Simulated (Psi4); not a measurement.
**InCl2O (SMILES [O][In]([Cl])[Cl]): UPBE/def2-SVPD (density fitting, core potential, sweep point 8)**

Aim: energy and gradient of InCl2O. 

Program for the calculation: Psi4 1.11.

5 further runs of the same task are left out: 1 that didn't finish, 4 set aside as unsound or not needed.

### 1 Starting point

The species is InCl2O (4 atoms), meant as a doublet with charge 0. As SMILES, `[O][In]([Cl])[Cl]`. The coordinates come from a PBE0-D4/def2-TZVP relaxation.

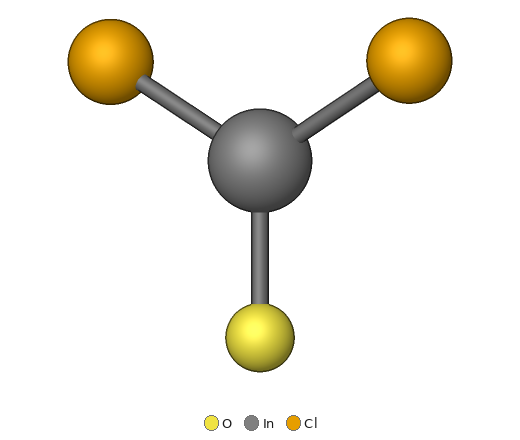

The structure, seen from a chosen angle (oxygen yellow, indium grey, chlorine amber).

### 2 Energy and forces at UPBE/def2-SVPD (density fitting, core potential, sweep point 8)

Contents of cl2ino.inp:

```
memory 1600 MB

molecule mol {
  0 2
  O      0.606300     1.014000     1.667600
  In     0.031700     0.016000     0.045400
  Cl     0.741600    -2.145000    -0.248200
  Cl    -1.324100     1.054700    -1.485200
  symmetry c1
}

set basis def2-SVPD
set reference uks
set scf_type df
set level_shift 0.5

E = gradient("pbe")
```

Run with:

```
$ psi4 -i cl2ino.inp -o cl2ino.out -n 1
```

Q: Predict the results. Wanted: total energy; dipole moment; HOMO energy; LUMO energy; ⟨S²⟩; largest force on an atom.

Answer, from the run:

At UPBE/def2-SVPD (density fitting, core potential, sweep point 8):

| quantity | value |
| --- | --- |
| total energy | -1184.99414 Eh |
| dipole moment | 0.33 D |
| HOMO energy (highest over α and β) | -7.65 eV |
| LUMO energy (lowest over α and β) | -6.72 eV |
| ⟨S²⟩ | 0.755 |
| largest force on an atom | 0.960 eV/Å |

What this shows: The largest force is 0.96 eV/Å: the shape isn't a stationary point for this species at this level.
